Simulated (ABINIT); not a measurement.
# Quasiparticle gap of SrTiO3 (Tausonite) in ABINIT, part 3 of 3

Wanted: ground state, empty states, screening and self-energy for SrTiO3 (Tausonite).

ABINIT 10.8.3; PBE and many-body steps on it, plane waves. Known limits of the many-body steps: not at the basis limit; no spin-orbit coupling; coarse k mesh.

So far. Step 4 (Empty states on the mesh, 4×4×4 mesh, 155 bands): On this mesh the gap is 1.908 eV. Step 5 (Screening, 4×4×4 mesh, 147 bands, screening to 130.6 eV): Local fields lower ε∞ by 5 %. On a Γ-centred mesh this coarse the value itself is usually too large, while a short band sum pulls it down.

### 6. Self-energy, 4×4×4 mesh, 147 bands, screening to 130.6 eV

The self-energy is evaluated for the states that the input lists, and the levels follow from it, in one-shot runs by the linearised quasiparticle equation.

This step: G0W0 on PBE, plane waves, norm-conserving pseudopotentials.

run.abi reads:

```
acell 3*1.0 Angstrom
rprim 
  3.905280000000 0.000000000000 0.000000000000
  0.000000000000 3.905280000000 0.000000000000
  0.000000000000 0.000000000000 3.905280000000
ntypat 3
znucl 38 22 8
natom 5
typat 1 2 3 3 3
xred 
  0.500000000000 0.500000000000 0.500000000000
  0.000000000000 0.000000000000 0.000000000000
  0.500000000000 0.000000000000 0.000000000000
  0.000000000000 0.500000000000 0.000000000000
  0.000000000000 0.000000000000 0.500000000000
pp_dirpath "pseudos"
pseudos "Sr.upf, Ti.upf, O.upf"
ecut 38
ngkpt 4 4 4
nshiftk 1
shiftk 0 0 0
kptopt 1
chksymbreak 0
istwfk *1
occopt 1
irdwfk 1
optdriver 4
nband 147
gwcalctyp 0
ecutsigx 38
symsigma 1
nkptgw 10
kptgw 
  0.0000000000 0.0000000000 0.0000000000
  0.2500000000 0.0000000000 0.0000000000
  0.5000000000 0.0000000000 0.0000000000
  0.2500000000 0.2500000000 0.0000000000
  0.5000000000 0.2500000000 0.0000000000
  0.5000000000 0.5000000000 0.0000000000
  0.2500000000 0.2500000000 0.2500000000
  0.5000000000 0.2500000000 0.2500000000
  0.5000000000 0.5000000000 0.2500000000
  0.5000000000 0.5000000000 0.5000000000
bdgw 
  12 31
  12 31
  12 31
  12 31
  12 31
  12 31
  12 31
  12 31
  12 31
  12 31
ecuteps 4.8
irdscr 1
ppmodel 1
indata_prefix "in"
outdata_prefix "out"
tmpdata_prefix "tmp"
```

On the command line:

```
> OMP_NUM_THREADS=1 mpirun -n 4 abinit run.abi > log
```

Numbers of over 12 decimals in the logs are rounded to 6 here.

The log of the run:

```text
.Version 10.8.3 of ABINIT. v10.8.2 released Aug 2026.

 Symmetries : space group Pm -3 m (#221); Bravais cP (primitive cubic)
[... echo of the input left out ...]
== DATASET  1 ==================================================================
-   mpi_nproc: 4, omp_nthreads: 1 (-1 if OMP is not activated)

--- !DatasetInfo
iteration_state: {dtset: 1, }
dimensions: {natom: 5, nkpt: 10, mband: 147, nsppol: 1, nspinor: 1, nspden: 1, mpw: 4632, }
cutoff_energies: {ecut:  38.0, pawecutdg:  -1.0, }
electrons: {nelect:   4.00000000E+01, charge:   0.00000000E+00, occopt:   1.00000000E+00, tsmear:   1.00000000E-02, }

 SIGMA: Calculation of the GW corrections

 Based on a program developped by R.W. Godby, V. Olevano, G. Onida, and L. Reining.
 Incorporated in ABINIT by V. Olevano, G.-M. Rignanese, and M. Torrent.
.Using double precision arithmetic ; gwpc =  8

[... cell and pseudopotentials left out ...]
--------------------------------------------------------------------------------

 ==== K-mesh for the wavefunctions ====
 Number of points in the irreducible wedge :    10
[... list of points left out ...]
 Together with 48 symmetry operations and time-reversal symmetry
 yields    64 points in the full Brillouin Zone.

 ==== Q-mesh for screening function ====
 Number of points in the irreducible wedge :    10
[... list of points left out ...]
 Together with 48 symmetry operations and time-reversal symmetry
 yields    64 points in the full Brillouin Zone.

 vcoul_init : cutoff-mode = AUXILIARY_FUNCTION
 q-points for optical limit:   1
     1)      0.000010    0.000020    0.000030
 setmesh: FFT mesh size selected  =    45x   45x   45
          total number of points  =        91125

 Number of electrons calculated from density =   40.0000; Expected =   40.0000
 average of density, n =  0.099519
 r_s =    1.3387
 omega_plasma =   30.4305 [eV]

 === KS Band Gaps ===
  >>>> For spin  1
   Minimum direct gap =   2.2628 [eV], located at k-point      :   0.0000  0.0000  0.0000
   Fundamental gap    =   1.9077 [eV], Top of valence bands at :   0.5000  0.5000  0.5000
                                       Bottom of conduction at :   0.0000  0.0000  0.0000
 SIGMA fundamental parameters:
 PLASMON POLE MODEL  1
 number of plane-waves for SigmaX                 4457
 number of plane-waves for SigmaC and W            203
 number of plane-waves for wavefunctions          4457
 number of bands                                   147
 number of independent spin polarizations            1
 number of spinorial components                      1
 number of k-points in IBZ                          10
 number of q-points in IBZ                          10
 number of symmetry operations                      48
 number of k-points in BZ                           64
 number of q-points in BZ                           64
 number of frequencies for dSigma/dE                 9
 frequency step for dSigma/dE [eV]                0.25
 number of omega for Sigma on real axis              0
 max omega for Sigma on real axis  [eV]           0.00
 zcut for avoiding poles [eV]                     0.10

 EPSILON^-1 parameters (SCR file):
 dimension of the eps^-1 matrix on file            203
 dimension of the eps^-1 matrix used               203
 number of plane-waves for wavefunctions          4457
 number of bands                                   147
 number of q-points in IBZ                          10
 number of frequencies                               2
 number of real frequencies                          1
 number of imag frequencies                          1

 matrix elements of self-energy operator (all in [eV])

 Perturbative Calculation

--- !SelfEnergy_ee
iteration_state: {dtset: 1, }
kpoint     : [   0.000,    0.000,    0.000, ]
spin       : 1
KS_gap     :    2.263
QP_gap     :    3.837
Delta_QP_KS:    1.575
data: !SigmaeeData |
     Band     E0 <VxcDFT>   SigX SigC(E0)      Z dSigC/dE  Sig(E)    E-E0       E
       12   4.114 -18.439 -24.201   5.089   0.763  -0.310 -18.952  -0.513   3.601
       13   4.114 -18.439 -24.201   5.089   0.763  -0.310 -18.952  -0.513   3.601
       14   4.114 -18.439 -24.201   5.089   0.763  -0.310 -18.952  -0.513   3.601
       15   5.759 -18.985 -24.202   4.867   0.768  -0.302 -19.254  -0.268   5.491
       16   5.759 -18.985 -24.202   4.867   0.768  -0.302 -19.254  -0.268   5.491
       17   5.759 -18.985 -24.202   4.867   0.768  -0.302 -19.254  -0.268   5.491
       18   6.570 -20.542 -25.366   4.700   0.775  -0.290 -20.638  -0.096   6.474
       19   6.570 -20.542 -25.366   4.700   0.775  -0.290 -20.638  -0.096   6.474
       20   6.570 -20.542 -25.366   4.700   0.775  -0.290 -20.638  -0.096   6.474
       21   8.833 -18.883 -11.450  -5.545   0.783  -0.277 -17.404   1.479  10.312
[...]
--- !SelfEnergy_ee
iteration_state: {dtset: 1, }
kpoint     : [   0.250,    0.000,    0.000, ]
spin       : 1
KS_gap     :    2.584
QP_gap     :    4.223
Delta_QP_KS:    1.638
data: !SigmaeeData |
     Band     E0 <VxcDFT>   SigX SigC(E0)      Z dSigC/dE  Sig(E)    E-E0       E
[...]
--- !SelfEnergy_ee
iteration_state: {dtset: 1, }
kpoint     : [   0.500,    0.000,    0.000, ]
spin       : 1
KS_gap     :    2.804
QP_gap     :    4.509
Delta_QP_KS:    1.705
data: !SigmaeeData |
     Band     E0 <VxcDFT>   SigX SigC(E0)      Z dSigC/dE  Sig(E)    E-E0       E
[...]
--- !SelfEnergy_ee
iteration_state: {dtset: 1, }
kpoint     : [   0.250,    0.250,    0.000, ]
spin       : 1
KS_gap     :    3.654
QP_gap     :    5.446
Delta_QP_KS:    1.793
data: !SigmaeeData |
     Band     E0 <VxcDFT>   SigX SigC(E0)      Z dSigC/dE  Sig(E)    E-E0       E
[...]
--- !SelfEnergy_ee
iteration_state: {dtset: 1, }
kpoint     : [   0.500,    0.250,    0.000, ]
spin       : 1
KS_gap     :    3.662
QP_gap     :    5.485
Delta_QP_KS:    1.823
data: !SigmaeeData |
     Band     E0 <VxcDFT>   SigX SigC(E0)      Z dSigC/dE  Sig(E)    E-E0       E
[...]
--- !SelfEnergy_ee
iteration_state: {dtset: 1, }
kpoint     : [   0.500,    0.500,    0.000, ]
spin       : 1
KS_gap     :    3.925
QP_gap     :    5.768
Delta_QP_KS:    1.844
data: !SigmaeeData |
     Band     E0 <VxcDFT>   SigX SigC(E0)      Z dSigC/dE  Sig(E)    E-E0       E
[...]
--- !SelfEnergy_ee
iteration_state: {dtset: 1, }
kpoint     : [   0.250,    0.250,    0.250, ]
spin       : 1
KS_gap     :    4.015
QP_gap     :    5.857
Delta_QP_KS:    1.842
data: !SigmaeeData |
     Band     E0 <VxcDFT>   SigX SigC(E0)      Z dSigC/dE  Sig(E)    E-E0       E
[...]
--- !SelfEnergy_ee
iteration_state: {dtset: 1, }
kpoint     : [   0.500,    0.250,    0.250, ]
spin       : 1
KS_gap     :    4.045
QP_gap     :    5.892
Delta_QP_KS:    1.847
data: !SigmaeeData |
     Band     E0 <VxcDFT>   SigX SigC(E0)      Z dSigC/dE  Sig(E)    E-E0       E
[...]
--- !SelfEnergy_ee
iteration_state: {dtset: 1, }
kpoint     : [   0.500,    0.500,    0.250, ]
spin       : 1
KS_gap     :    4.166
QP_gap     :    6.015
Delta_QP_KS:    1.849
data: !SigmaeeData |
     Band     E0 <VxcDFT>   SigX SigC(E0)      Z dSigC/dE  Sig(E)    E-E0       E
[...]
--- !SelfEnergy_ee
iteration_state: {dtset: 1, }
kpoint     : [   0.500,    0.500,    0.500, ]
spin       : 1
KS_gap     :    4.517
QP_gap     :    6.391
Delta_QP_KS:    1.875
data: !SigmaeeData |
     Band     E0 <VxcDFT>   SigX SigC(E0)      Z dSigC/dE  Sig(E)    E-E0       E
[...]
27  15.359 -24.509 -15.285  -6.416   0.731  -0.367 -22.455   2.054  17.413
       28  15.359 -24.509 -15.285  -6.416   0.731  -0.367 -22.455   2.054  17.413
       29  16.662 -12.981  -6.411  -4.759   0.860  -0.162 -11.423   1.559  18.221
       30  16.662 -12.981  -6.411  -4.759   0.860  -0.162 -11.423   1.559  18.221
       31  17.173  -9.824  -4.349  -4.839   0.847  -0.181  -9.285   0.538  17.711

 New Fermi energy :        3.151292E-01 Ha ,    8.575102E+00 eV

 === QP Band Gaps ===
  >>>> For spin  1
   Minimum direct gap =   3.8374 [eV], located at k-point      :   0.0000  0.0000  0.0000
   Fundamental gap    =   3.4732 [eV], Top of valence bands at :   0.5000  0.5000  0.5000
                                       Bottom of conduction at :   0.0000  0.0000  0.0000

== END DATASET(S) ==============================================================
================================================================================

 -outvars: echo values of variables after computation  --------
           etotal      0.0000000000E+00
            nband         147
             nkpt          10
          spgroup         221
 [... the other variables as echoed above ...]

 Calculation completed.
```

Run time: 11 min. Hardware: 4 MPI ranks of Arm Neoverse N1, shared host; peak memory 2.1 GiB; 45 min of CPU time.

Numbers from this step:

- G0W0 gap on the mesh: 3.473 eV
- starting gap on the mesh: 1.908 eV
- k of the valence top: 0.5, 0.5, 0.5
- k of the conduction bottom: 0, 0, 0
- Z at the valence top: 0.77
- Z at the conduction bottom: 0.783
- least direct G0W0 gap on the computed points: 3.838 eV

The gap on the mesh goes from 1.91 eV to 3.47 eV, a correction of +1.57 eV.

Limits: finite bands, cutoff and mesh; no spin-orbit coupling; coarse k mesh. v1 is the top filled band, c1 the lowest empty one. The levels before and after the correction (eV, zero at the valence-band top of each column):

```
           conduction bottom  valence top
Kohn-Sham               1.91         0.00
     G0W0               3.47         0.00
```

```
                         level  energy (eV)
Kohn-Sham              Γ v3-v1       -0.355
Kohn-Sham              Γ c1-c3        1.908
Kohn-Sham  (0.5 0.5 0.5) v3-v1        0.000
Kohn-Sham  (0.5 0.5 0.5) c1-c3        4.517
     G0W0              Γ v3-v1       -0.365
     G0W0              Γ c1-c3        3.473
     G0W0  (0.5 0.5 0.5) v3-v1        0.000
     G0W0  (0.5 0.5 0.5) c1-c3        6.391
```

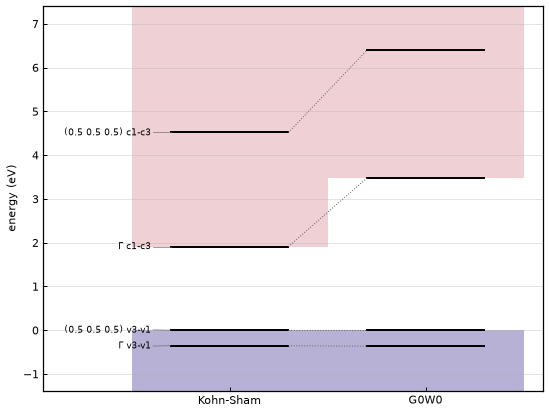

Levels before and after the correction. Shaded: valence and conduction bands.

### 7. Where the time went

Times are wall times on 4 MPI ranks of Arm Neoverse N1, shared host, good to a factor of about two.

```
                          step     time  share  memory (GiB)
                  ground state     59 s    5 %          0.34
bands along the symmetry lines     62 s    5 %          0.37
      empty states on the mesh  4.8 min   23 %           4.6
                     screening  2.9 min   14 %           1.2
                   self-energy   11 min   54 %           2.1
```

### 8. Results

- PBE gap: 1.91 eV, indirect
- G0W0 gap on the mesh: 3.47 eV
- GW settings: 4×4×4 mesh, 147 bands, screening to 130.6 eV, Godby-Needs plasmon pole
- known limits: not at the basis limit; no spin-orbit coupling; coarse k mesh

What this shows: G0W0 moves the gap on the mesh from 1.91 eV to 3.47 eV (+1.57 eV), with Z of 0.77 and 0.78 at the edges. Local fields lower the RPA ε∞ on this mesh from 6.77 to 6.41; a Γ-centred mesh this coarse tends to raise both, most where the direct gap is narrow, while a short band sum lowers them. The dearest step here is «self-energy». Against experiment, by G0W0@PBE: the direct gap of 3.84 eV lies +0.07 eV from the measured 3.77 eV (direct, 300 K, 2013). An exciton line or allowed optical edge lies below the quasiparticle gap by the binding energy; a forbidden edge can push the onset above it. The calculation has static nuclei and no excitons; a measured gap holds zero-point and thermal motion, which mostly lowers it. Bands and cutoff are finite, so the gap is not at the basis limit. The miss can reach some tenths of an eV and take either sign; the mesh is an error of its own. The 4×4×4 mesh is coarse for this cell, which bears on the long-range parts of exchange and screening. This is the ideal cubic cell; many perovskites, halides above all, are cubic only on average, and local tilts or off-centring can widen the gap. The many-body steps are scalar-relativistic: spin-orbit coupling is not in them.

[Paths, hosts, dates, memory and timing lines, banners, echoed tables and standing remarks are left out of the program output.]

[Logs are printed without paths, hosts, clocks, repeated set-up lines and the standing remarks that a program may print on its own settings, such as how far it seeks lower states.]

[Runs of the session that timed out or met a known fault of the program may be left out.]

[Hosts, paths, dates, database ids (printed as entryN), source tags and the programs' standing remarks are cut or masked in the printed files.]

[G0W0 gaps are taken among the corrected bands and points alone; a level outside them can change the order at an edge.]

[Where Ansatz stands beside ABINIT at settings called matched, ABINIT's density can come from a denser mesh and the files from another edition; pairs whose starting gaps differed by over 0.03 eV were left out, so agreement reads better than it is.]
